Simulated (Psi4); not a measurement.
**OMP2/def2-TZVP (density fitting for correlation) run of BHCl2 (SMILES [H]B(Cl)Cl)**

Aim: the vertical singlet–triplet gap of BHCl2 at OMP2/def2-TZVP (density fitting for correlation), from 2 runs. 

The calculation is run with Psi4 1.11.

1 further run of the same task is left out (set aside as unsound or not needed).

## Step 1: The molecule

The species is BHCl2 (4 atoms), meant as a singlet with charge 0. As SMILES, `[H]B(Cl)Cl`. The coordinates come from a GFN2-xTB relaxation.

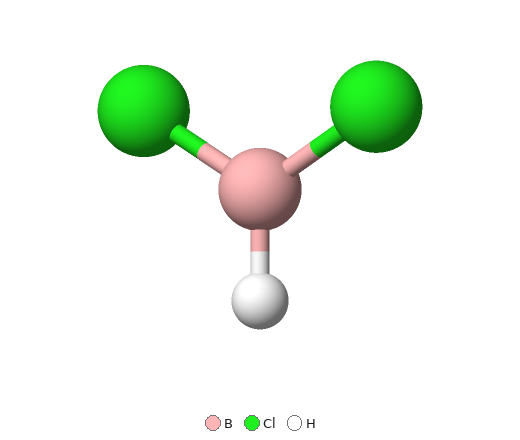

The structure, seen from a chosen angle (boron pink, chlorine green, hydrogen white).

## Step 2: The energy at OMP2/def2-TZVP (density fitting for correlation)

The input, input.inp:

```
memory 1.6 GB

molecule m {
  0 1
  B
  Cl 1 r2
  Cl 1 r3 2 a3
  H 1 r4 2 a4 3 d4

  r2 = 1.701026
  r3 = 1.701832
  a3 = 120.1759
  r4 = 1.173094
  a4 = 119.93677
  d4 = 179.86483
  symmetry c1
}

set globals {
  basis           def2-TZVP
  reference       rhf
  puream          true
  e_convergence   1e-09
  d_convergence   1e-08
  scf_type        pk
  num_frozen_docc 11
}

e = energy('omp2')
```

Started as:

```bash
$ psi4 input.inp input.out -n 1
```

input.out:

```text
[...]
  Running in c1 symmetry.
[...]
  Nuclear repulsion =  114.167868329147140
[...]
  Multiplicity = 1
[...]
  Nalpha       = 20
  Nbeta        = 20
[...]
    Number of basis functions: 111
[...]
   @RHF iter   1:  -944.35432736134214   -2.69482e-01   1.99511e-03 ADIIS/DIIS
[...]
   @RHF iter  11:  -944.37301182417514   -4.43379e-12   1.87560e-09 DIIS
[...]
    Orbital Energies [Eh]
    ---------------------
    Doubly Occupied:
       1A   -104.846484     2A   -104.846359     3A    -10.577641
       4A    -10.577499     5A     -8.044401     6A     -8.044258
       7A     -8.043301     8A     -8.043160     9A     -8.043024
      10A     -8.042884    11A     -7.705023    12A     -1.160347
      13A     -1.112691    14A     -0.710814    15A     -0.605481
      16A     -0.585097    17A     -0.529620    18A     -0.474174
      19A     -0.463201    20A     -0.462948
[...]
  @RHF Final Energy:  -944.37301182417514
   => Energetics <=
    Nuclear Repulsion Energy =            114.1678683291471401
    One-Electron Energy =               -1531.2449482279471340
    Two-Electron Energy =                 472.7040680746248995
    Total Energy =                       -944.3730118241751370
[...]
 Multipole Moments:
 ------------------------------------------------------------------------------------
     Multipole            Electronic (a.u.)      Nuclear  (a.u.)        Total (a.u.)
 ------------------------------------------------------------------------------------
 L = 1.  Multiply by 2.5417464519 to convert [e a0] to [Debye]
 Dipole X            :         -0.0027449            0.0023028           -0.0004422
 Dipole Y            :          0.9501066           -1.1634179           -0.2133113
 Dipole Z            :          0.5491018           -0.6697802           -0.1206784
 Magnitude           :                                                    0.2450820
[...]
	Warning: cc_lambda option is changed to TRUE
	For this residual convergence, default PCG convergence is:     1.00e-07
[...]
	DF-MP2 Total Energy (a.u.)         :  -944.84122770566455
[...]
	DF-MP2 Total Energy (a.u.)         :  -944.84668186883687
[...]
	DF-OMP2 Total Energy (a.u.)        :  -944.84668186884039
[...]
```

Run time: 27 s. Hardware: 1 thread of Intel Xeon Platinum 8259CL at 2.50GHz (Skylake/Cascade Lake), shared host; peak memory 0.49 GiB.

## Step 3: The triplet

The input, run_ase.py:

```python
import numpy as np
from ase.calculators.psi4 import Psi4
from ase import Atoms

atoms = Atoms(['B', 'Cl', 'Cl', 'H'], positions=[
    [-0.067270, -0.112350, 0.001160],
    [1.633390, -0.145760, 0.012580],
    [-0.893540, 1.375320, -0.017490],
    [-0.672580, -1.117210, 0.003750],
])
calc = Psi4(atoms=atoms, method='omp2', basis='def2-TZVP', memory='1600MB', num_threads=1, charge=0, multiplicity=3, label='calc', reference='uhf')
calc.psi4.set_options({'puream': True, 'e_convergence': 1e-09, 'd_convergence': 1e-08, 'scf_type': 'pk', 'num_frozen_docc': 11, 'maxiter': 200})
atoms.calc = calc

print(f'energy: {atoms.get_potential_energy():.6f} eV')
```

Started as:

```bash
$ python run_ase.py
```

calc.dat:

```text
[...]
  Running in c1 symmetry.
[...]
  Nuclear repulsion =  114.167853199314848
[...]
  Multiplicity = 3
[...]
  Nalpha       = 21
  Nbeta        = 19
[...]
    Number of basis functions: 111
[...]
   @UHF iter   1:  -944.11561318839108   -3.07689e-02   1.93807e-03 ADIIS/DIIS
[...]
   @UHF iter  28:  -944.14481737963297   -2.08047e-11   3.40366e-09 DIIS
[...]
   @S^2 Observed:                2.028114313E+00
[...]
    Orbital Energies [Eh]
    ---------------------
    Alpha Occupied:
       1A   -104.862320     2A   -104.858958     3A    -10.590784
       4A    -10.587515     5A     -8.062838     6A     -8.059214
       7A     -8.056842     8A     -8.055145     9A     -8.053662
      10A     -8.051954    11A     -7.656499    12A     -1.171637
      13A     -1.125239    14A     -0.798152    15A     -0.639592
      16A     -0.594742    17A     -0.560446    18A     -0.510184
      19A     -0.496398    20A     -0.476863    21A     -0.253241
    Alpha Virtual:
      22A      0.128316    23A      0.167478    24A      0.175005
      25A      0.201931    26A      0.229923    27A      0.278809
[...]
  @UHF Final Energy:  -944.14481737963297
   => Energetics <=
    Nuclear Repulsion Energy =            114.1678531993148482
    One-Electron Energy =               -1530.9335864069012132
    Two-Electron Energy =                 472.6209158279534108
    Total Energy =                       -944.1448173796329684
  UHF NO Occupations:
  HONO-2 :   19  A 1.9947634
  HONO-1 :   20  A 1.0000000
[...]
 Multipole Moments:
 ------------------------------------------------------------------------------------
     Multipole            Electronic (a.u.)      Nuclear  (a.u.)        Total (a.u.)
 ------------------------------------------------------------------------------------
 L = 1.  Multiply by 2.5417464519 to convert [e a0] to [Debye]
 Dipole X            :          0.4808553           -0.6925400           -0.2116847
 Dipole Y            :          0.7478013           -1.1500130           -0.4022117
 Dipole Z            :         -0.0030539            0.0034074            0.0003536
 Magnitude           :                                                    0.4545160
[...]
	Warning: cc_lambda option is changed to TRUE
	For this residual convergence, default PCG convergence is:     1.00e-07
[...]
	DF-SCS-MP2 Total Energy (a.u.)     :  -944.60473822836809
	DF-SOS-MP2 Total Energy (a.u.)     :  -944.59813897550930
[...]
	DF-SCS-OMP2 Total Energy (a.u.)    :  -944.61413363768168
	DF-SOS-OMP2 Total Energy (a.u.)    :  -944.57112680017292
	DF-SCS(N)-OMP2 Total Energy (a.u.) :  -944.36405949485868
[...]
	DF-OMP2 Total Energy (a.u.)        :  -944.62779007885740
[...]
```

The script printed:

```text
energy: -25704.631445 eV
```

Wall time 1.7 min (1 thread of Intel Xeon Platinum 8259CL at 2.50GHz (Skylake/Cascade Lake), shared host); peak memory 0.51 GiB.

## Step 4: What came out

At OMP2/def2-TZVP (density fitting for correlation), 11 core orbitals frozen:

| quantity | value |
| --- | --- |
| singlet: total energy | -944.84668 Eh |
| singlet: HOMO energy (Hartree–Fock orbitals) | -12.60 eV |
| singlet: LUMO energy (Hartree–Fock orbitals) | 2.11 eV |
| singlet: HOMO–LUMO gap (Hartree–Fock orbitals) | 14.71 eV |
| singlet: correlation energy (11 core orbitals frozen) | -473.7 mEh |
| triplet: total energy | -944.62779 Eh |
| triplet: HOMO energy (Hartree–Fock orbitals) (highest over α and β) | -6.89 eV |
| triplet: LUMO energy (Hartree–Fock orbitals) (lowest over α and β) | -3.86 eV |
| triplet: correlation energy (11 core orbitals frozen) | -483.0 mEh |
| triplet: ⟨S²⟩ of the reference determinant | 2.028 |
| vertical energy of the triplet above the singlet | 5.956 eV |

At this shape the triplet lies 5.96 eV (575 kJ/mol) above the singlet.
